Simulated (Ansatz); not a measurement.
Calculation: PBE (plane waves to 420 eV, PAW; Ansatz, a program for electronic structure).

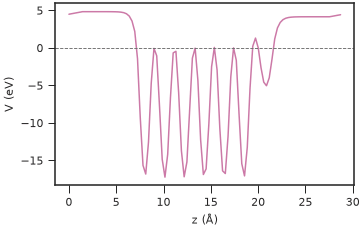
Planar average of the electrostatic potential across the slab, in eV from the Fermi level, for a constructed model of the (111) surface of fcc Cu, (√3x√3)R30° layer of In, one a cell, on the site that continues the host's stacking (bottom of the slab: a bare face, its two planes held)

Slab: 19 atoms, 12.9 Å thick at the start with caps and adatoms (thin: gaps and levels are the slab's own); k 10x10x1, smearing 0.1 eV, dipole-corrected; 6 atoms held, the rest relaxed; held to the start's symmetry, so lower structures may exist; no spin, no spin-orbit, no U. It is one candidate, not shown to be the stable structure of the face.

The vacuum level lies 4.13 eV above the Fermi level over the top face and 4.81 eV above it under the bottom face.
